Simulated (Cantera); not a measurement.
A closed system holds: 1 mol NH3, 0.6 mol SO2, 0.2 mol O2, equilibrated at 0.100 bar.

Cantera equilibrium calculation (NASA polynomials, part measured and part estimated; ideal gas, pure solids and liquids). Candidate condensed phases: H2O, H2SO4, S; 35 gas species. Rates play no part.

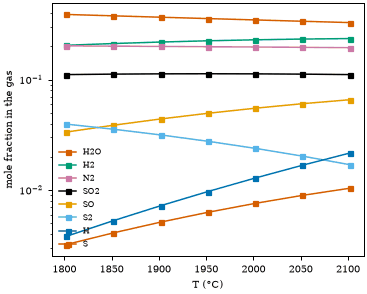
*Equilibrium gas composition (values under 1e-9 drawn at 1e-9)*

From 1802 °C to 2102 °C nothing is condensed.
